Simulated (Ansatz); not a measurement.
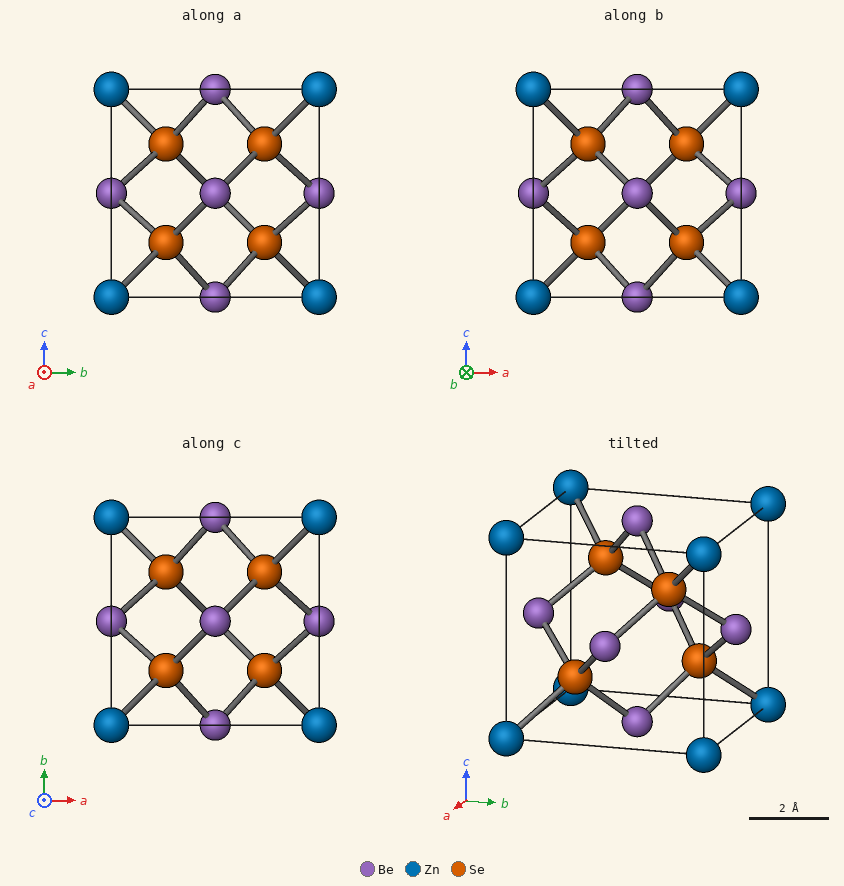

The figure gives a ball-and-stick picture of the atoms, viewed along the a axis, along the b axis, along the c axis and slightly off an axis. Thin lines show the conventional unit cell, with boundary atoms drawn in all their periodic places.

Lattice parameters: a = 5.3200 Å, b = 5.3200 Å, c = 5.3200 Å, α = 90.000°, β = 90.000°, γ = 90.000°.

### Transcribe the picture into a CIF in P1 with every atom of the cell, with free fractional coordinates to two decimals.

```cif
data_structure
_symmetry_space_group_name_H-M 'P 1'
_symmetry_Int_Tables_number 1
_cell_length_a 5.3200
_cell_length_b 5.3200
_cell_length_c 5.3200
_cell_angle_alpha 90.000
_cell_angle_beta 90.000
_cell_angle_gamma 90.000
_cell_volume 150.57
loop_
_atom_site_label
_atom_site_type_symbol
_atom_site_fract_x
_atom_site_fract_y
_atom_site_fract_z
_atom_site_occupancy
Be1 Be 0.00 0.50 0.50 1
Be2 Be 0.50 0.50 0.00 1
Be3 Be 0.50 0.00 0.50 1
Zn1 Zn 0.00 0.00 0.00 1
Se1 Se 0.26 0.74 0.26 1
Se2 Se 0.26 0.26 0.74 1
Se3 Se 0.74 0.74 0.74 1
Se4 Se 0.74 0.26 0.26 1
```

The cell started as a structure type filled with these elements by a generator (whether the compound takes this form wasn't checked). Earlier steps of the study may have refined or changed the cell and positions. It went into a calculation with Ansatz.
